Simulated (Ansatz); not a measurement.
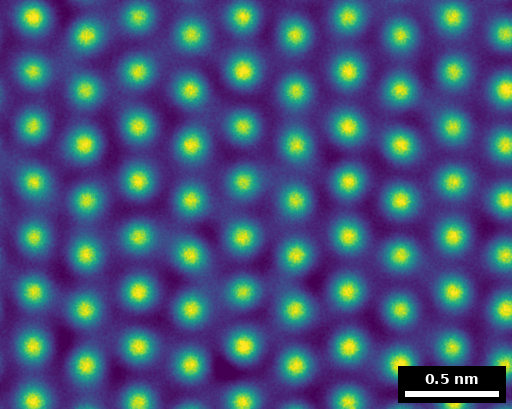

Z-contrast image of Tm (P6_3/mmc, No. 194) along [100]. Simulation: incoherent imaging, intensity Z^1.6 per atom, probe width 1.30 Å, thin sample. The probe carries 15 % of its weight in a tail 2.5 times as wide. Shot noise and the speckle of an amorphous layer were added. Structure used: the input geometry of an electronic-structure calculation (not necessarily at equilibrium).

Interpret the image.

The columns repeat on a rectangular net of 2.96 × 5.66 Å (plane group p2mg). All columns are alike (Tm). The shortest distance between visible columns is 2.96 Å in projection. Along the beam the structure repeats every 3.42 Å.
